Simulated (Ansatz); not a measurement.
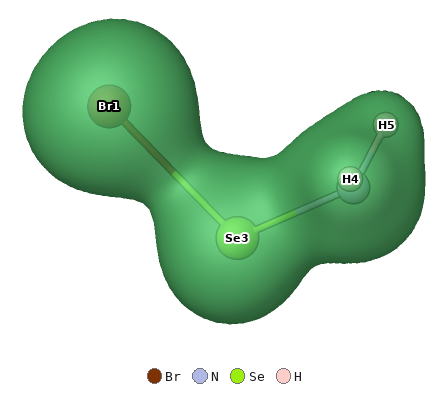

Figure. BrH2NSe. Isosurface of the electron density at 0.4 e/Å³ (green), seen at an oblique angle.

Geometry: PBE0-D4/def2-TZVP.

All numbers below come from isolated molecule in a Gaussian basis; Kohn-Sham density functional theory, functional PBE0 (Ansatz 0.2.0).

Input

```
crystal:
  periodic: [false, false, false]
  atoms:
    - {symbol: Br, position_ang: [2.525138, -3.019793, 1.051582]}
    - {symbol: "N", position_ang: [0.142730, -0.837985, 0.303117]}
    - {symbol: Se, position_ang: [0.360719, -2.607797, 0.204770]}
    - {symbol: H, position_ang: [0.732188, -0.293896, -0.309865]}
    - {symbol: H, position_ang: [0.096085, -0.458160, 1.237335]}
basis:
  gaussian: {orbitals: def2-TZVPD}
hamiltonian: {xc: pbe0}
output: {forces: true, orbitals: {seedname: orbitals}}
```

Command:

```sh
ansatz run input.yaml --threads 2 --pin off --max-ram 4350MiB --events-out events.jsonl --progress --plain --runs-dir runs
```

Question: How is the density connected at this value?

Answer: At this value the surface is in one piece. It bridges the sampled Se–N (1.79 Å), Se–Br (2.36 Å) and N–H (1.01 Å) contacts, where the density stays above the isovalue. On the grid the lowest density along these lines, outside the cores, is 1.2 e/Å³ (Se–N, 1.79 Å), 0.66 e/Å³ (Se–Br, 2.36 Å) and 2.3 e/Å³ (N–H, 1.01 Å).
